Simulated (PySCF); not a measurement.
# SiH2 (SMILES [SiH2]): CCSDT/SBKJC (core potential)

Aim: the vertical singlet–triplet gap of SiH2 at CCSDT/SBKJC (core potential), from 2 runs. The job is set up through a Python script.

The calculation is run with PySCF 2.14.0.

8 further runs of the same task are left out: 8 set aside as unsound or not needed.

### Step 1. The structure to begin with

SiH2: 3 atoms, total charge 0, spin state singlet. As SMILES, `[SiH2]`. The coordinates come from a PBE0-D4/def2-TZVP relaxation.

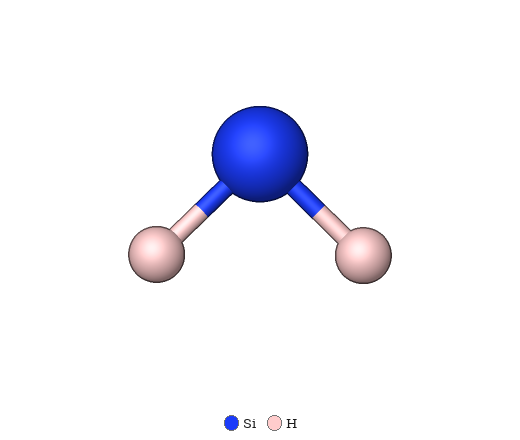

The structure, seen from a chosen angle (silicon blue, hydrogen pink).

### Step 2. The energy at CCSDT/SBKJC (core potential)

Contents of job.py:

```python
# [SiH2]
from pyscf import gto, cc

mol = gto.M(
    atom='''
Si    -0.928233     0.885526    -0.403646
H      1.587937     1.093396     0.987382
H     -0.659703    -1.978921    -0.583736
''',
    verbose=3,
    charge=0,
    ecp={'Si': 'sbkjc'},
    unit='bohr',
    basis='sbkjc',
    spin=0,
    max_memory=1860,
)

calc0 = mol.RHF()
calc0.conv_tol = 1e-10
calc0.kernel()
if not calc0.converged:
    calc0 = calc0.newton().run(calc0.mo_coeff, calc0.mo_occ)

mycc = cc.CCSDT(calc0)
mycc.kernel()
etot = mycc.e_tot
print('E = %.10f Eh' % etot)
```

The run is started by

```console
$ OMP_NUM_THREADS=1 python job.py
```

What it wrote:

```text
converged SCF energy = -4.79782724556273
_make_eris_incore_RCCSDT

WARN: A large `blksize` is being used, which may cause large memory consumption
      for storing contraction intermediates. If memory is sufficient, consider using
      `pyscf.cc.rccsdt_highm.RCCSDT` instead.

WARN: A large `blksize_oovv` is being used, which may cause large memory consumption
      for storing contraction intermediates. If memory is sufficient, consider using
      `pyscf.cc.rccsdt_highm.RCCSDT` instead.

WARN: A large `blksize_oooo` is being used, which may cause large memory consumption
      for storing contraction intermediates. If memory is sufficient, consider using
      `pyscf.cc.rccsdt_highm.RCCSDT` instead.

RCCSDT converged
E(RCCSDT) = -4.857242021829836   E_corr = -0.05941477626711085
E_corr(same-spin) = -0.00177603381598636
E_corr(oppo-spin) = -0.0576387424511245
E = -4.8572420218 Eh
```

It took 0.66 s on 1 thread of Arm Neoverse V2, shared host; peak memory 0.12 GiB.

### Step 3. The triplet at the same level

Contents of input.py:

```python
from pyscf import gto, cc

mol = gto.M(
    atom='Si -0.491200 0.468600 -0.213600; H 0.840300 0.578600 0.522500; H -0.349100 -1.047200 -0.308900',
    ecp={'Si': 'sbkjc'},
    basis='sbkjc',
    max_memory=1860,
    verbose=4,
    spin=2,
)

mf = mol.UHF()
mf.conv_tol = 1e-10
mf.kernel()
if not mf.converged:
    mf = mf.newton().run(mf.mo_coeff, mf.mo_occ)

mycc = cc.CCSDT(mf)
mycc.kernel()
e_final = mycc.e_tot
print('E = %.10f Eh' % e_final)
```

The run is started by

```console
$ OMP_NUM_THREADS=1 python input.py
```

What it wrote:

```text
PySCF version 2.14.0

[INPUT] num. atoms = 3
[INPUT] num. electrons = 6
[INPUT] charge = 0
[INPUT] spin (= nelec alpha-beta = 2S) = 2
[INPUT] symmetry False subgroup None
[INPUT] Mole.unit = angstrom
[INPUT] Symbol           X                Y                Z      unit          X                Y                Z       unit  Magmom
[INPUT]  1 Si    -0.491200000000   0.468600000000  -0.213600000000 AA   -0.928233472386   0.885525661971  -0.403645500207 Bohr   0.0
[INPUT]  2 H      0.840300000000   0.578600000000   0.522500000000 AA    1.587936862472   1.093395535673   0.987381900085 Bohr   0.0
[INPUT]  3 H     -0.349100000000  -1.047200000000  -0.308900000000 AA   -0.659703390086  -1.978921197645  -0.583736399878 Bohr   0.0

nuclear repulsion = 3.01808854715527
number of shells = 8
number of NR pGTOs = 22
number of NR cGTOs = 12
basis = sbkjc
ecp = {'Si': 'sbkjc'}

******** <class 'pyscf.scf.uhf.UHF'> ********
method = UHF
initial guess = minao
damping factor = 0
level_shift factor = 0
DIIS = <class 'pyscf.scf.diis.CDIIS'>
diis_start_cycle = 1
diis_space = 8
diis_damp = 0
SCF conv_tol = 1e-10
SCF conv_tol_grad = None
SCF max_cycles = 50
direct_scf = True
direct_scf_tol = 1e-13
number electrons alpha = 4  beta = 2
Set gradient conv threshold to 1e-05
init E= -4.17084804939996
[... the frontier-level lines of each cycle are left out ...]


cycle= 1 E= -4.749021792269  delta_E= -0.578  |g|= 0.12  |ddm|= 1.38
cycle= 2 E= -4.77531288202852  delta_E= -0.0263  |g|= 0.0395  |ddm|= 0.328
cycle= 3 E= -4.77885336482924  delta_E= -0.00354  |g|= 0.0173  |ddm|= 0.105
cycle= 4 E= -4.77978047550104  delta_E= -0.000927  |g|= 0.00906  |ddm|= 0.0588
cycle= 5 E= -4.78010465986749  delta_E= -0.000324  |g|= 0.00446  |ddm|= 0.0377
cycle= 6 E= -4.78019932417111  delta_E= -9.47e-05  |g|= 0.000444  |ddm|= 0.0317
cycle= 7 E= -4.78019987986202  delta_E= -5.56e-07  |g|= 5.23e-05  |ddm|= 0.00233
cycle= 8 E= -4.78019988532476  delta_E= -5.46e-09  |g|= 1.07e-05  |ddm|= 0.000204
cycle= 9 E= -4.78019988559572  delta_E= -2.71e-10  |g|= 9.31e-07  |ddm|= 4.76e-05
cycle= 10 E= -4.7801998855973  delta_E= -1.58e-12  |g|= 1.37e-07  |ddm|= 3.34e-06
Extra cycle  E= -4.78019988559734  delta_E= -4.09e-14  |g|= 6.47e-08  |ddm|= 3.67e-07
converged SCF energy = -4.78019988559734  <S^2> = 2.0072352  2S+1 = 3.0048196

******** <class 'pyscf.cc.uccsdt.UCCSDT'> ********
UCCSDT nocc = (np.int64(4), np.int64(2)), nmo = (12, 12)
Allocating only the i<=j<=k part of the T3 amplitude in memory
max_cycle = 50
conv_tol = 1e-07
conv_tol_normt = 1e-06
diis with the T3 amplitude
diis_space = 6
diis_start_cycle = 0
diis_start_energy_diff = 1e+09
einsum_backend: numpy
_make_eris_incore_UCCSDT
blksize_o_aaa     4    blksize_v_aaa    10
blksize_o_aab     4    blksize_v_aab    10

WARN: A large `blksize_v_aaa` is being used, which may cause large memory consumption
      for storing contraction intermediates. If memory is sufficient, consider using
      `pyscf.cc.uccsdt_highm.UCCSDT` instead.

WARN: A large `blksize_v_aab` is being used, which may cause large memory consumption
      for storing contraction intermediates. If memory is sufficient, consider using
      `pyscf.cc.uccsdt_highm.UCCSDT` instead.

Approximate memory usage estimate
    T3 memory                39.2 KB
    R3 memory                39.2 KB
    ERIs memory               486 KB
    T1-ERIs memory            486 KB
    Intermediates memory      486 KB
    Block workspace           500 KB
Init t2, MP2 energy = -0.0322858770486446
Init E_corr(UCCSDT) = -0.0322858770486508
cycle =  1  E_corr(UCCSDT) = -0.041944161552  dE = -9.658284503421e-03  norm(d tamps) = 5.01458657e-02
cycle =  2  E_corr(UCCSDT) = -0.045565891638  dE = -3.621730085486e-03  norm(d tamps) = 2.39015739e-02
cycle =  3  E_corr(UCCSDT) = -0.048687831387  dE = -3.121939749198e-03  norm(d tamps) = 1.30833911e-02
cycle =  4  E_corr(UCCSDT) = -0.048683759594  dE =  4.071792955335e-06  norm(d tamps) = 3.61232204e-03
cycle =  5  E_corr(UCCSDT) = -0.048749898944  dE = -6.613935048363e-05  norm(d tamps) = 1.23069423e-03
cycle =  6  E_corr(UCCSDT) = -0.048734764168  dE =  1.513477653337e-05  norm(d tamps) = 3.94546093e-04
cycle =  7  E_corr(UCCSDT) = -0.048746182945  dE = -1.141877693853e-05  norm(d tamps) = 1.40998347e-04
cycle =  8  E_corr(UCCSDT) = -0.048744238371  dE =  1.944573644212e-06  norm(d tamps) = 5.37141057e-05
cycle =  9  E_corr(UCCSDT) = -0.048744348932  dE = -1.105605242357e-07  norm(d tamps) = 1.84139043e-05
cycle = 10  E_corr(UCCSDT) = -0.048744252493  dE =  9.643891630412e-08  norm(d tamps) = 7.18608901e-06
cycle = 11  E_corr(UCCSDT) = -0.048744508287  dE = -2.557938975703e-07  norm(d tamps) = 2.64981500e-06
cycle = 12  E_corr(UCCSDT) = -0.048744495059  dE =  1.322720959152e-08  norm(d tamps) = 8.73866491e-07
UCCSDT converged
E(UCCSDT) = -4.828944380656682   E_corr = -0.04874449505934142
E_corr(same-spin) = -0.00261192391566556
E_corr(oppo-spin) = -0.0461325711436759
E = -4.8289443807 Eh
```

It took 0.84 s on 1 thread of Arm Neoverse V2, shared host; peak memory 0.12 GiB.

### Step 4. Results

Level: CCSDT/SBKJC (core potential).

```
                                                           quantity        value
                                              singlet: total energy  -4.85724 Eh
                      singlet: dipole moment (Hartree–Fock density)       1.11 D
                       singlet: HOMO energy (Hartree–Fock orbitals)     -9.05 eV
                       singlet: LUMO energy (Hartree–Fock orbitals)     -0.05 eV
                     singlet: HOMO–LUMO gap (Hartree–Fock orbitals)      8.99 eV
                                        singlet: correlation energy    -59.4 mEh
                                             singlet: T1 diagnostic        0.011
                                              triplet: total energy  -4.82894 Eh
                      triplet: dipole moment (Hartree–Fock density)       0.79 D
triplet: HOMO energy (Hartree–Fock orbitals) (highest over α and β)     -8.44 eV
 triplet: LUMO energy (Hartree–Fock orbitals) (lowest over α and β)     -0.22 eV
                                        triplet: correlation energy    -48.7 mEh
                         triplet: ⟨S²⟩ of the reference determinant        2.007
                                             triplet: T1 diagnostic        0.010
                   vertical energy of the triplet above the singlet     0.770 eV
```

**Reading.** At this shape the triplet lies 0.77 eV (17.8 kcal/mol) above the singlet.
